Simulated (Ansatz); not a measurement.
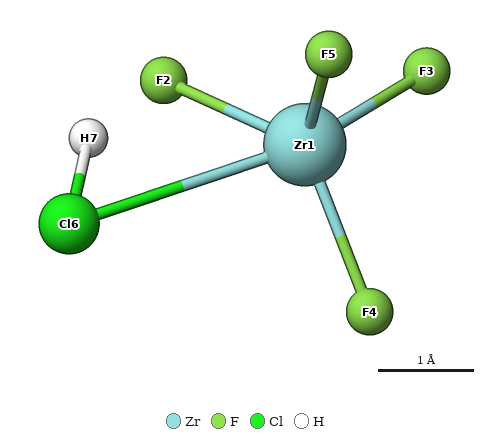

The input geometry (ball-and-stick view, seen at a tilt; atoms are numbered from 1 in the order of the input). Sticks mark near contacts. Bond lengths as drawn: Cl–H 1.52 Å, Cl–Zr 2.67 Å and F–Zr 1.89 to 2.11 Å.

## Molecular dynamics, with input and output: ZrHClF4 (part 1 of 5)

System: ZrHClF4.
Method: RKS r2SCAN/def2-SVP (Ansatz 0.2.0).

It belongs to a series of runs on one base structure; here: dynamics from the highest image of the converged band. Figures and captions count atoms from 1; the log counts them from 0 in places.

The program's output
```
Engine: ansatz 0.2.0, aarch64-unknown-linux-gnu
Functional definition: r2SCAN
  parameter k0 = 0.174
  parameter k1 = 0.065
  parameter a1 = 4.9479
  exchange = r2scan_x(k0 = k0, k1 = k1, a1 = a1)
  correlation = r2scan_c
1123 factors; their error is unknown
mean field evaluation 1: about -24672.5820 eV, gradient 6.5e1 eV
mean field evaluation 2: about -24601.2349 eV, gradient 2.2e2 eV
mean field evaluation 4: about -24679.0592 eV, gradient 1.4e1 eV
mean field evaluation 8: about -24679.3830 eV, gradient 6.4e-2 eV
mean field evaluation 16: about -24679.3364 eV, gradient 6.5e-5 eV
mean field -24679.33641458 eV, -906.9488849807 hartree, gradient 1.0e-5 eV, S^2 0.000000; 0 other end points of the search recorded, 0 dependent functions left out
the calculation of the forces begins
reference -24679.33644617 eV, -906.9488861418 hartree; 33, 33 occupied and 77, 77 virtual orbitals, 1123 factors
md step     0: t =     0.00 fs  T =   100.0 K  F+E_penalty+E_count = -24679.33641458 eV  E_kin = 0.064630 eV  conserved = -24679.27178458 eV  (29 SCF iters)
these checks for a lower state are left out or cut short: starts, cluster_reference, orbital_swaps, neighbouring_geometries, increment
1123 factors; their error is unknown
mean field -24679.33619208 eV, -906.9488768042 hartree, gradient 1.9e-5 eV, S^2 0.000000; 0 other end points of the search recorded, 0 dependent functions left out
the calculation of the forces begins
reference -24679.33622368 eV, -906.9488779653 hartree; 33, 33 occupied and 77, 77 virtual orbitals, 1123 factors
md step     1: t =     0.50 fs  T =    99.7 K  F+E_penalty+E_count = -24679.33619208 eV  E_kin = 0.064408 eV  conserved = -24679.27178449 eV  (33 SCF iters)
[... from here on the SCF iterations and repeated set-up lines of each step are left out, up to the last step ...]
md step     2: t =     1.00 fs  T =    98.6 K  F+E_penalty+E_count = -24679.33552718 eV  E_kin = 0.063744 eV  conserved = -24679.27178335 eV  (32 SCF iters)
md step     3: t =     1.50 fs  T =    96.9 K  F+E_penalty+E_count = -24679.33443960 eV  E_kin = 0.062658 eV  conserved = -24679.27178116 eV  (32 SCF iters)
md step     4: t =     2.00 fs  T =    94.7 K  F+E_penalty+E_count = -24679.33296504 eV  E_kin = 0.061187 eV  conserved = -24679.27177792 eV  (33 SCF iters)
md step     5: t =     2.50 fs  T =    91.9 K  F+E_penalty+E_count = -24679.33115401 eV  E_kin = 0.059380 eV  conserved = -24679.27177409 eV  (33 SCF iters)
md step     6: t =     3.00 fs  T =    88.7 K  F+E_penalty+E_count = -24679.32906863 eV  E_kin = 0.057299 eV  conserved = -24679.27176979 eV  (32 SCF iters)
md step     7: t =     3.50 fs  T =    85.1 K  F+E_penalty+E_count = -24679.32677971 eV  E_kin = 0.055015 eV  conserved = -24679.27176506 eV  (33 SCF iters)
md step     8: t =     4.00 fs  T =    81.4 K  F+E_penalty+E_count = -24679.32436356 eV  E_kin = 0.052603 eV  conserved = -24679.27176018 eV  (25 SCF iters)
md step     9: t =     4.50 fs  T =    77.6 K  F+E_penalty+E_count = -24679.32189769 eV  E_kin = 0.050142 eV  conserved = -24679.27175550 eV  (25 SCF iters)
md step    10: t =     5.00 fs  T =    73.8 K  F+E_penalty+E_count = -24679.31945657 eV  E_kin = 0.047705 eV  conserved = -24679.27175124 eV  (25 SCF iters)
md step    11: t =     5.50 fs  T =    70.2 K  F+E_penalty+E_count = -24679.31710784 eV  E_kin = 0.045360 eV  conserved = -24679.27174767 eV  (24 SCF iters)
md step    12: t =     6.00 fs  T =    66.8 K  F+E_penalty+E_count = -24679.31490839 eV  E_kin = 0.043164 eV  conserved = -24679.27174466 eV  (24 SCF iters)
md step    13: t =     6.50 fs  T =    63.7 K  F+E_penalty+E_count = -24679.31290269 eV  E_kin = 0.041160 eV  conserved = -24679.27174286 eV  (25 SCF iters)
md step    14: t =     7.00 fs  T =    60.9 K  F+E_penalty+E_count = -24679.31111922 eV  E_kin = 0.039377 eV  conserved = -24679.27174207 eV  (24 SCF iters)
md step    15: t =     7.50 fs  T =    58.5 K  F+E_penalty+E_count = -24679.30957061 eV  E_kin = 0.037828 eV  conserved = -24679.27174224 eV  (24 SCF iters)
md step    16: t =     8.00 fs  T =    56.5 K  F+E_penalty+E_count = -24679.30825380 eV  E_kin = 0.036510 eV  conserved = -24679.27174332 eV  (26 SCF iters)
md step    17: t =     8.50 fs  T =    54.8 K  F+E_penalty+E_count = -24679.30715127 eV  E_kin = 0.035406 eV  conserved = -24679.27174517 eV  (26 SCF iters)
md step    18: t =     9.00 fs  T =    53.4 K  F+E_penalty+E_count = -24679.30623348 eV  E_kin = 0.034486 eV  conserved = -24679.27174757 eV  (25 SCF iters)
md step    19: t =     9.50 fs  T =    52.2 K  F+E_penalty+E_count = -24679.30546206 eV  E_kin = 0.033712 eV  conserved = -24679.27175028 eV  (25 SCF iters)
md step    20: t =    10.00 fs  T =    51.1 K  F+E_penalty+E_count = -24679.30479358 eV  E_kin = 0.033041 eV  conserved = -24679.27175307 eV  (30 SCF iters)
md step    21: t =    10.50 fs  T =    50.2 K  F+E_penalty+E_count = -24679.30418333 eV  E_kin = 0.032428 eV  conserved = -24679.27175568 eV  (25 SCF iters)
md step    22: t =    11.00 fs  T =    49.3 K  F+E_penalty+E_count = -24679.30358922 eV  E_kin = 0.031831 eV  conserved = -24679.27175790 eV  (34 SCF iters)
md step    23: t =    11.50 fs  T =    48.3 K  F+E_penalty+E_count = -24679.30297514 eV  E_kin = 0.031216 eV  conserved = -24679.27175955 eV  (33 SCF iters)
md step    24: t =    12.00 fs  T =    47.3 K  F+E_penalty+E_count = -24679.30231366 eV  E_kin = 0.030553 eV  conserved = -24679.27176054 eV  (33 SCF iters)
md step    25: t =    12.50 fs  T =    46.2 K  F+E_penalty+E_count = -24679.30158790 eV  E_kin = 0.029827 eV  conserved = -24679.27176080 eV  (32 SCF iters)
md step    26: t =    13.00 fs  T =    44.9 K  F+E_penalty+E_count = -24679.30079243 eV  E_kin = 0.029032 eV  conserved = -24679.27176032 eV  (32 SCF iters)
md step    27: t =    13.50 fs  T =    43.6 K  F+E_penalty+E_count = -24679.29993331 eV  E_kin = 0.028174 eV  conserved = -24679.27175919 eV  (32 SCF iters)
md step    28: t =    14.00 fs  T =    42.2 K  F+E_penalty+E_count = -24679.29902714 eV  E_kin = 0.027270 eV  conserved = -24679.27175749 eV  (33 SCF iters)
md step    29: t =    14.50 fs  T =    40.8 K  F+E_penalty+E_count = -24679.29809931 eV  E_kin = 0.026344 eV  conserved = -24679.27175540 eV  (32 SCF iters)
md step    30: t =    15.00 fs  T =    39.3 K  F+E_penalty+E_count = -24679.29718173 eV  E_kin = 0.025429 eV  conserved = -24679.27175308 eV  (33 SCF iters)
md step    31: t =    15.50 fs  T =    38.0 K  F+E_penalty+E_count = -24679.29631009 eV  E_kin = 0.024559 eV  conserved = -24679.27175070 eV  (33 SCF iters)
md step    32: t =    16.00 fs  T =    36.8 K  F+E_penalty+E_count = -24679.29552100 eV  E_kin = 0.023773 eV  conserved = -24679.27174848 eV  (33 SCF iters)
md step    33: t =    16.50 fs  T =    35.7 K  F+E_penalty+E_count = -24679.29484907 eV  E_kin = 0.023103 eV  conserved = -24679.27174653 eV  (26 SCF iters)
md step    34: t =    17.00 fs  T =    34.9 K  F+E_penalty+E_count = -24679.29432447 eV  E_kin = 0.022579 eV  conserved = -24679.27174501 eV  (25 SCF iters)
md step    35: t =    17.50 fs  T =    34.4 K  F+E_penalty+E_count = -24679.29397082 eV  E_kin = 0.022227 eV  conserved = -24679.27174400 eV  (25 SCF iters)
md step    36: t =    18.00 fs  T =    34.1 K  F+E_penalty+E_count = -24679.29380367 eV  E_kin = 0.022060 eV  conserved = -24679.27174356 eV  (25 SCF iters)
md step    37: t =    18.50 fs  T =    34.2 K  F+E_penalty+E_count = -24679.29382979 eV  E_kin = 0.022086 eV  conserved = -24679.27174367 eV  (25 SCF iters)
md step    38: t =    19.00 fs  T =    34.5 K  F+E_penalty+E_count = -24679.29404721 eV  E_kin = 0.022303 eV  conserved = -24679.27174428 eV  (26 SCF iters)
md step    39: t =    19.50 fs  T =    35.1 K  F+E_penalty+E_count = -24679.29444602 eV  E_kin = 0.022701 eV  conserved = -24679.27174540 eV  (25 SCF iters)
md step    40: t =    20.00 fs  T =    36.0 K  F+E_penalty+E_count = -24679.29500942 eV  E_kin = 0.023263 eV  conserved = -24679.27174674 eV  (26 SCF iters)
md step    41: t =    20.50 fs  T =    37.1 K  F+E_penalty+E_count = -24679.29571606 eV  E_kin = 0.023968 eV  conserved = -24679.27174824 eV  (31 SCF iters)
md step    42: t =    21.00 fs  T =    38.4 K  F+E_penalty+E_count = -24679.29654187 eV  E_kin = 0.024792 eV  conserved = -24679.27174976 eV  (25 SCF iters)
md step    43: t =    21.50 fs  T =    39.8 K  F+E_penalty+E_count = -24679.29746231 eV  E_kin = 0.025711 eV  conserved = -24679.27175119 eV  (26 SCF iters)
md step    44: t =    22.00 fs  T =    41.3 K  F+E_penalty+E_count = -24679.29845434 eV  E_kin = 0.026702 eV  conserved = -24679.27175242 eV  (25 SCF iters)
md step    45: t =    22.50 fs  T =    42.9 K  F+E_penalty+E_count = -24679.29949820 eV  E_kin = 0.027745 eV  conserved = -24679.27175365 eV  (25 SCF iters)
md step    46: t =    23.00 fs  T =    44.6 K  F+E_penalty+E_count = -24679.30057737 eV  E_kin = 0.028823 eV  conserved = -24679.27175436 eV  (25 SCF iters)
md step    47: t =    23.50 fs  T =    46.3 K  F+E_penalty+E_count = -24679.30168037 eV  E_kin = 0.029926 eV  conserved = -24679.27175481 eV  (25 SCF iters)
md step    48: t =    24.00 fs  T =    48.0 K  F+E_penalty+E_count = -24679.30279942 eV  E_kin = 0.031044 eV  conserved = -24679.27175515 eV  (26 SCF iters)
md step    49: t =    24.50 fs  T =    49.8 K  F+E_penalty+E_count = -24679.30392948 eV  E_kin = 0.032174 eV  conserved = -24679.27175536 eV  (25 SCF iters)
md step    50: t =    25.00 fs  T =    51.5 K  F+E_penalty+E_count = -24679.30506723 eV  E_kin = 0.033312 eV  conserved = -24679.27175558 eV  (32 SCF iters)
md step    51: t =    25.50 fs  T =    53.3 K  F+E_penalty+E_count = -24679.30620938 eV  E_kin = 0.034453 eV  conserved = -24679.27175589 eV  (32 SCF iters)
md step    52: t =    26.00 fs  T =    55.1 K  F+E_penalty+E_count = -24679.30735138 eV  E_kin = 0.035595 eV  conserved = -24679.27175640 eV  (32 SCF iters)
md step    53: t =    26.50 fs  T =    56.8 K  F+E_penalty+E_count = -24679.30848628 eV  E_kin = 0.036729 eV  conserved = -24679.27175709 eV  (32 SCF iters)
md step    54: t =    27.00 fs  T =    58.6 K  F+E_penalty+E_count = -24679.30960432 eV  E_kin = 0.037846 eV  conserved = -24679.27175796 eV  (32 SCF iters)
md step    55: t =    27.50 fs  T =    60.2 K  F+E_penalty+E_count = -24679.31069294 eV  E_kin = 0.038934 eV  conserved = -24679.27175897 eV  (32 SCF iters)
md step    56: t =    28.00 fs  T =    61.9 K  F+E_penalty+E_count = -24679.31173727 eV  E_kin = 0.039977 eV  conserved = -24679.27175997 eV  (32 SCF iters)
md step    57: t =    28.50 fs  T =    63.4 K  F+E_penalty+E_count = -24679.31272149 eV  E_kin = 0.040960 eV  conserved = -24679.27176102 eV  (32 SCF iters)
md step    58: t =    29.00 fs  T =    64.8 K  F+E_penalty+E_count = -24679.31362966 eV  E_kin = 0.041868 eV  conserved = -24679.27176203 eV  (32 SCF iters)
md step    59: t =    29.50 fs  T =    66.0 K  F+E_penalty+E_count = -24679.31444714 eV  E_kin = 0.042684 eV  conserved = -24679.27176277 eV  (32 SCF iters)
md step    60: t =    30.00 fs  T =    67.1 K  F+E_penalty+E_count = -24679.31516211 eV  E_kin = 0.043399 eV  conserved = -24679.27176324 eV  (32 SCF iters)
md step    61: t =    30.50 fs  T =    68.1 K  F+E_penalty+E_count = -24679.31576628 eV  E_kin = 0.044003 eV  conserved = -24679.27176345 eV  (32 SCF iters)
md step    62: t =    31.00 fs  T =    68.8 K  F+E_penalty+E_count = -24679.31625554 eV  E_kin = 0.044492 eV  conserved = -24679.27176354 eV  (32 SCF iters)
md step    63: t =    31.50 fs  T =    69.4 K  F+E_penalty+E_count = -24679.31662942 eV  E_kin = 0.044866 eV  conserved = -24679.27176306 eV  (31 SCF iters)
md step    64: t =    32.00 fs  T =    69.8 K  F+E_penalty+E_count = -24679.31689228 eV  E_kin = 0.045130 eV  conserved = -24679.27176246 eV  (32 SCF iters)
md step    65: t =    32.50 fs  T =    70.1 K  F+E_penalty+E_count = -24679.31705147 eV  E_kin = 0.045290 eV  conserved = -24679.27176179 eV  (32 SCF iters)
md step    66: t =    33.00 fs  T =    70.2 K  F+E_penalty+E_count = -24679.31711669 eV  E_kin = 0.045356 eV  conserved = -24679.27176090 eV  (32 SCF iters)
md step    67: t =    33.50 fs  T =    70.2 K  F+E_penalty+E_count = -24679.31709945 eV  E_kin = 0.045339 eV  conserved = -24679.27175999 eV  (32 SCF iters)
md step    68: t =    34.00 fs  T =    70.0 K  F+E_penalty+E_count = -24679.31701122 eV  E_kin = 0.045252 eV  conserved = -24679.27175882 eV  (32 SCF iters)
md step    69: t =    34.50 fs  T =    69.8 K  F+E_penalty+E_count = -24679.31686362 eV  E_kin = 0.045106 eV  conserved = -24679.27175805 eV  (32 SCF iters)
md step    70: t =    35.00 fs  T =    69.5 K  F+E_penalty+E_count = -24679.31666566 eV  E_kin = 0.044908 eV  conserved = -24679.27175746 eV  (32 SCF iters)
md step    71: t =    35.50 fs  T =    69.1 K  F+E_penalty+E_count = -24679.31642383 eV  E_kin = 0.044667 eV  conserved = -24679.27175709 eV  (31 SCF iters)
md step    72: t =    36.00 fs  T =    68.7 K  F+E_penalty+E_count = -24679.31614110 eV  E_kin = 0.044384 eV  conserved = -24679.27175697 eV  (32 SCF iters)
md step    73: t =    36.50 fs  T =    68.2 K  F+E_penalty+E_count = -24679.31581632 eV  E_kin = 0.044059 eV  conserved = -24679.27175708 eV  (33 SCF iters)
md step    74: t =    37.00 fs  T =    67.6 K  F+E_penalty+E_count = -24679.31544433 eV  E_kin = 0.043687 eV  conserved = -24679.27175750 eV  (32 SCF iters)
md step    75: t =    37.50 fs  T =    66.9 K  F+E_penalty+E_count = -24679.31501580 eV  E_kin = 0.043258 eV  conserved = -24679.27175814 eV  (32 SCF iters)
md step    76: t =    38.00 fs  T =    66.2 K  F+E_penalty+E_count = -24679.31451810 eV  E_kin = 0.042759 eV  conserved = -24679.27175895 eV  (32 SCF iters)
md step    77: t =    38.50 fs  T =    65.3 K  F+E_penalty+E_count = -24679.31393625 eV  E_kin = 0.042176 eV  conserved = -24679.27175978 eV  (32 SCF iters)
md step    78: t =    39.00 fs  T =    64.2 K  F+E_penalty+E_count = -24679.31325455 eV  E_kin = 0.041494 eV  conserved = -24679.27176060 eV  (32 SCF iters)
md step    79: t =    39.50 fs  T =    63.0 K  F+E_penalty+E_count = -24679.31245811 eV  E_kin = 0.040697 eV  conserved = -24679.27176127 eV  (32 SCF iters)
md step    80: t =    40.00 fs  T =    61.5 K  F+E_penalty+E_count = -24679.31153497 eV  E_kin = 0.039773 eV  conserved = -24679.27176164 eV  (32 SCF iters)
md step    81: t =    40.50 fs  T =    59.9 K  F+E_penalty+E_count = -24679.31047810 eV  E_kin = 0.038716 eV  conserved = -24679.27176160 eV  (32 SCF iters)
md step    82: t =    41.00 fs  T =    58.1 K  F+E_penalty+E_count = -24679.30928716 eV  E_kin = 0.037526 eV  conserved = -24679.27176110 eV  (32 SCF iters)
md step    83: t =    41.50 fs  T =    56.0 K  F+E_penalty+E_count = -24679.30796961 eV  E_kin = 0.036210 eV  conserved = -24679.27175984 eV  (30 SCF iters)
md step    84: t =    42.00 fs  T =    53.8 K  F+E_penalty+E_count = -24679.30654248 eV  E_kin = 0.034784 eV  conserved = -24679.27175824 eV  (32 SCF iters)
md step    85: t =    42.50 fs  T =    51.5 K  F+E_penalty+E_count = -24679.30503103 eV  E_kin = 0.033275 eV  conserved = -24679.27175610 eV  (32 SCF iters)
md step    86: t =    43.00 fs  T =    49.1 K  F+E_penalty+E_count = -24679.30346908 eV  E_kin = 0.031716 eV  conserved = -24679.27175353 eV  (33 SCF iters)
md step    87: t =    43.50 fs  T =    46.6 K  F+E_penalty+E_count = -24679.30189717 eV  E_kin = 0.030146 eV  conserved = -24679.27175069 eV  (26 SCF iters)
md step    88: t =    44.00 fs  T =    44.3 K  F+E_penalty+E_count = -24679.30036034 eV  E_kin = 0.028613 eV  conserved = -24679.27174773 eV  (26 SCF iters)
md step    89: t =    44.50 fs  T =    42.0 K  F+E_penalty+E_count = -24679.29890547 eV  E_kin = 0.027161 eV  conserved = -24679.27174484 eV  (26 SCF iters)
md step    90: t =    45.00 fs  T =    40.0 K  F+E_penalty+E_count = -24679.29757836 eV  E_kin = 0.025836 eV  conserved = -24679.27174243 eV  (26 SCF iters)
md step    91: t =    45.50 fs  T =    38.2 K  F+E_penalty+E_count = -24679.29641980 eV  E_kin = 0.024680 eV  conserved = -24679.27174029 eV  (26 SCF iters)
md step    92: t =    46.00 fs  T =    36.7 K  F+E_penalty+E_count = -24679.29546361 eV  E_kin = 0.023725 eV  conserved = -24679.27173862 eV  (26 SCF iters)
md step    93: t =    46.50 fs  T =    35.6 K  F+E_penalty+E_count = -24679.29473392 eV  E_kin = 0.022996 eV  conserved = -24679.27173788 eV  (26 SCF iters)
md step    94: t =    47.00 fs  T =    34.8 K  F+E_penalty+E_count = -24679.29424254 eV  E_kin = 0.022505 eV  conserved = -24679.27173795 eV  (26 SCF iters)
md step    95: t =    47.50 fs  T =    34.4 K  F+E_penalty+E_count = -24679.29398851 eV  E_kin = 0.022250 eV  conserved = -24679.27173882 eV  (26 SCF iters)
md step    96: t =    48.00 fs  T =    34.4 K  F+E_penalty+E_count = -24679.29395817 eV  E_kin = 0.022218 eV  conserved = -24679.27174049 eV  (33 SCF iters)
md step    97: t =    48.50 fs  T =    34.6 K  F+E_penalty+E_count = -24679.29412606 eV  E_kin = 0.022383 eV  conserved = -24679.27174279 eV  (33 SCF iters)
md step    98: t =    49.00 fs  T =    35.1 K  F+E_penalty+E_count = -24679.29445742 eV  E_kin = 0.022712 eV  conserved = -24679.27174547 eV  (33 SCF iters)
md step    99: t =    49.50 fs  T =    35.8 K  F+E_penalty+E_count = -24679.29491176 eV  E_kin = 0.023163 eV  conserved = -24679.27174827 eV  (32 SCF iters)
md step   100: t =    50.00 fs  T =    36.7 K  F+E_penalty+E_count = -24679.29544724 eV  E_kin = 0.023696 eV  conserved = -24679.27175085 eV  (33 SCF iters)
md step   101: t =    50.50 fs  T =    37.6 K  F+E_penalty+E_count = -24679.29602582 eV  E_kin = 0.024273 eV  conserved = -24679.27175289 eV  (32 SCF iters)
md step   102: t =    51.00 fs  T =    38.5 K  F+E_penalty+E_count = -24679.29661841 eV  E_kin = 0.024864 eV  conserved = -24679.27175408 eV  (33 SCF iters)
md step   103: t =    51.50 fs  T =    39.4 K  F+E_penalty+E_count = -24679.29720952 eV  E_kin = 0.025455 eV  conserved = -24679.27175419 eV  (33 SCF iters)
md step   104: t =    52.00 fs  T =    40.3 K  F+E_penalty+E_count = -24679.29780051 eV  E_kin = 0.026047 eV  conserved = -24679.27175316 eV  (29 SCF iters)
md step   105: t =    52.50 fs  T =    41.2 K  F+E_penalty+E_count = -24679.29841057 eV  E_kin = 0.026659 eV  conserved = -24679.27175108 eV  (34 SCF iters)
md step   106: t =    53.00 fs  T =    42.3 K  F+E_penalty+E_count = -24679.29907495 eV  E_kin = 0.027327 eV  conserved = -24679.27174825 eV  (33 SCF iters)
md step   107: t =    53.50 fs  T =    43.5 K  F+E_penalty+E_count = -24679.29984013 eV  E_kin = 0.028095 eV  conserved = -24679.27174513 eV  (33 SCF iters)
md step   108: t =    54.00 fs  T =    44.9 K  F+E_penalty+E_count = -24679.30075628 eV  E_kin = 0.029014 eV  conserved = -24679.27174233 eV  (26 SCF iters)
md step   109: t =    54.50 fs  T =    46.6 K  F+E_penalty+E_count = -24679.30186805 eV  E_kin = 0.030128 eV  conserved = -24679.27174043 eV  (26 SCF iters)
md step   110: t =    55.00 fs  T =    48.7 K  F+E_penalty+E_count = -24679.30320529 eV  E_kin = 0.031465 eV  conserved = -24679.27173992 eV  (26 SCF iters)
md step   111: t =    55.50 fs  T =    51.1 K  F+E_penalty+E_count = -24679.30477573 eV  E_kin = 0.033035 eV  conserved = -24679.27174105 eV  (25 SCF iters)
md step   112: t =    56.00 fs  T =    53.9 K  F+E_penalty+E_count = -24679.30656110 eV  E_kin = 0.034817 eV  conserved = -24679.27174377 eV  (24 SCF iters)
md step   113: t =    56.50 fs  T =    56.9 K  F+E_penalty+E_count = -24679.30851797 eV  E_kin = 0.036770 eV  conserved = -24679.27174779 eV  (26 SCF iters)
md step   114: t =    57.00 fs  T =    60.1 K  F+E_penalty+E_count = -24679.31058290 eV  E_kin = 0.038830 eV  conserved = -24679.27175249 eV  (26 SCF iters)
md step   115: t =    57.50 fs  T =    63.3 K  F+E_penalty+E_count = -24679.31268166 eV  E_kin = 0.040924 eV  conserved = -24679.27175719 eV  (26 SCF iters)
md step   116: t =    58.00 fs  T =    66.5 K  F+E_penalty+E_count = -24679.31474000 eV  E_kin = 0.042979 eV  conserved = -24679.27176121 eV  (26 SCF iters)
md step   117: t =    58.50 fs  T =    69.5 K  F+E_penalty+E_count = -24679.31669437 eV  E_kin = 0.044930 eV  conserved = -24679.27176400 eV  (26 SCF iters)
md step   118: t =    59.00 fs  T =    72.3 K  F+E_penalty+E_count = -24679.31850079 eV  E_kin = 0.046736 eV  conserved = -24679.27176520 eV  (26 SCF iters)
md step   119: t =    59.50 fs  T =    74.9 K  F+E_penalty+E_count = -24679.32014024 eV  E_kin = 0.048376 eV  conserved = -24679.27176464 eV  (26 SCF iters)
```
